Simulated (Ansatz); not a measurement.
# NClO (SMILES O=NCl) at B3LYP/STO-3G

What is the electronic atomisation energy of NClO at B3LYP/STO-3G? 

The results are computed with Ansatz 0.2.0.

50 further runs of the same task are left out: 5 that didn't finish, 45 set aside as unsound or not needed.

## Step 1: The structure to begin with

NClO has 3 atoms, charge 0, and is taken as a singlet. As SMILES, `O=NCl`. The coordinates come from a PBE0-D4/def2-TZVP relaxation.

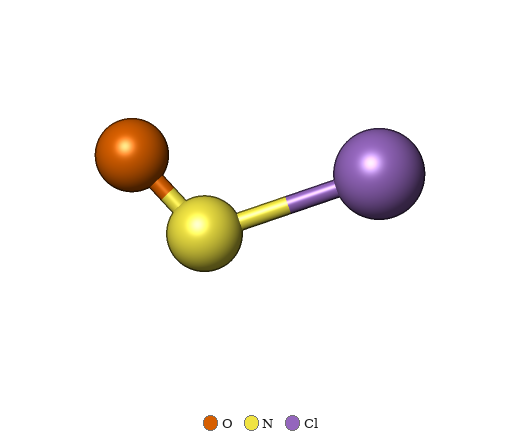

The structure, seen from a chosen angle (oxygen orange, nitrogen yellow, chlorine purple).

## Step 2: The energy at B3LYP/STO-3G

The input, job.yaml:

```yaml
crystal:
  periodic: [false, false, false]
  atoms:
    - {symbol: O, position_ang: [1.000080, -0.338330, 0.513880]}
    - {symbol: N, position_ang: [0.052050, -0.599550, -0.035840]}
    - {symbol: Cl, position_ang: [-1.052130, 0.937900, -0.478040]}
basis:
  gaussian: {orbitals: STO-3G}
hamiltonian: {xc: {name: B3LYP}}
accuracy: high
```

On the command line:

```
$ ansatz run job.yaml --threads 1 --pin off --max-ram 3480MiB --events-out events.jsonl --progress --plain --runs-dir runs
```

Log:

```text
Warning: RAYON_NUM_THREADS=1 ignored (pool sized by the plan → 1); use --threads N
Functional definition: B3LYP
  name "B3LYP"
  parameter a0 = 0.2
  parameter ax = 0.72
  parameter ac = 0.81
  exchange = (1 - a0 - ax)*slater_x + ax*b88_x + a0*exact_x
  correlation = (1 - ac)*vwn_rpa_c + ac*lyp_c
323 factors; integrals over basis functions are off by at most 3.2e-8 eV
mean field evaluation 1: about -15869.1907 eV, gradient 1.9e1 eV
mean field evaluation 2: about -15809.2687 eV, gradient 9.3e1 eV
mean field evaluation 4: about -15872.3420 eV, gradient 8.0e-1 eV
mean field evaluation 8: about -15872.3422 eV, gradient 1.9e-1 eV
mean field evaluation 16: about -15872.3424 eV, gradient 2.1e-6 eV
mean field -15872.34240839 eV, -583.2978248481 hartree, gradient 8.4e-8 eV, S^2 0.000000; 0 other end points of the search recorded, 0 dependent functions left out
reference -15872.34242848 eV, -583.2978255867 hartree; 16, 16 occupied and 3, 3 virtual orbitals, 323 factors
Total energy: -15872.34242848 eV, -583.2978255867 hartree
```

Run time: 0.87 s. Hardware: 1 thread of Arm Neoverse V1, shared host.

## Step 3: The Cl atom

The input, run.yaml:

```yaml
crystal:
  periodic: [false, false, false]
  atoms:
    - {symbol: Cl, position_ang: [0.000000, 0.000000, 0.000000]}
basis:
  gaussian:
    orbitals: STO-3G
magnetization:
  spin_polarized: true
  initial_magnetization: 1
hamiltonian:
  xc: {name: B3LYP}
accuracy: high
```

Run the same way, it converges to -455.11819 Eh (log not shown).

## Step 4: The N atom, same level

The input, job.yaml:

```yaml
crystal:
  periodic: [false, false, false]
  atoms:
    - {symbol: N, position_ang: [0.000000, 0.000000, 0.000000]}
basis:
  gaussian: {orbitals: STO-3G}
magnetization: {spin_polarized: true, initial_magnetization: 3}
hamiltonian: {xc: {name: B3LYP}}
accuracy: high
```

Run the same way, it converges to -53.88620 Eh (log not shown).

## Step 5: The O atom at the same level

The input, molecule.yaml:

```yaml
basis:
  gaussian:
    orbitals: STO-3G
crystal:
  periodic: [false, false, false]
  atoms:
    - {symbol: O, position_ang: [0.000000, 0.000000, 0.000000]}
total_charge: 0
accuracy: high
magnetization:
  spin_polarized: true
  initial_magnetization: 2
hamiltonian:
  xc: {name: B3LYP}
```

Run the same way, it converges to -74.03486 Eh (log not shown).

## Step 6: Summary of results

At B3LYP/STO-3G:

| quantity | value |
| --- | --- |
| molecule: total energy | -583.29783 Eh |
| Cl atom: total energy | -455.11819 Eh |
| Cl atom: ⟨S²⟩ | 0.750 |
| N atom: total energy | -53.88620 Eh |
| N atom: ⟨S²⟩ | 3.750 |
| O atom: total energy | -74.03486 Eh |
| O atom: ⟨S²⟩ | 2.000 |
| electronic atomisation energy | 7.036 eV |

What this shows: Taking the molecule apart into free atoms costs 7.04 eV (679 kJ/mol), before zero-point energy and without spin-orbit coupling. In a minimal basis such a difference can be off by several eV, whatever the method.
